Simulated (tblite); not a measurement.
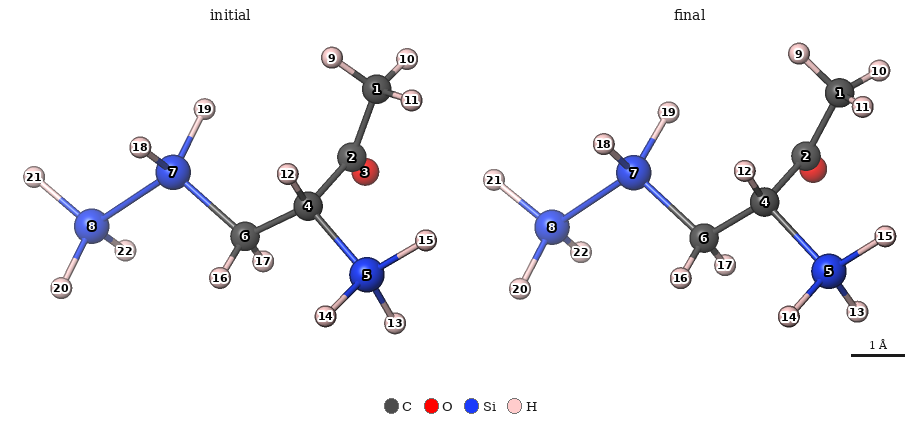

The structure of C4H14OSi3 before (left) and after (right) a relaxation, at one scale.

Style: ball-and-stick. Shown at a tilt.

All numbers below come from tblite, GFN2-xTB geometry optimisation, gas phase. 

**Describe what moved and what it gained.**

Over 83 geometry steps the energy falls by 16.3 kJ/mol. The largest move after the best rigid fit is that of H10, 0.34 Å. Largest moves by element: H 0.34 Å, O 0.24 Å, C 0.11 Å, Si 0.10 Å. Near-neighbour distances that change, for instance: C2–C4 1.536 → 1.492 Å, C4–Si5 1.887 → 1.923 Å, C6–Si7 1.884 → 1.909 Å, Si5–H13 1.483 → 1.459 Å. Bond angles that change, for instance: Si5–C4–C6 114.3° → 109.9°, C4–C6–Si7 116.2° → 112.0°, Si7–C6–H16 106.2° → 110.0°.
